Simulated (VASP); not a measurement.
Band structure of TiO$_{2}$ (anatase). Method: r2SCAN meta-GGA, VASP's PBE PAW potentials (set 64) (plane waves; VASP).

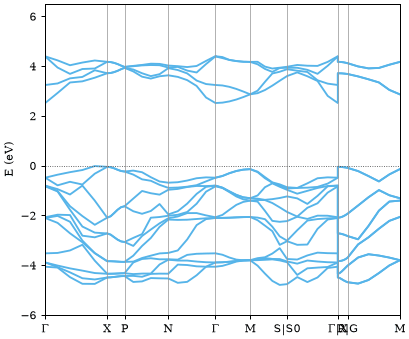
Figure. Bands along high-symmetry lines, zero at the valence-band maximum or, without a gap, the Fermi level

Problem. Read the plot: is there a gap, and where are the band edges?

Solution. The gap is indirect, 2.52 eV, from the valence maximum at (-0.44, 0.44, 0.00) to the conduction minimum at Γ.

The compound is TiO2 in the anatase structure, one of several forms; rutile is the usual stable one. It was relaxed first.
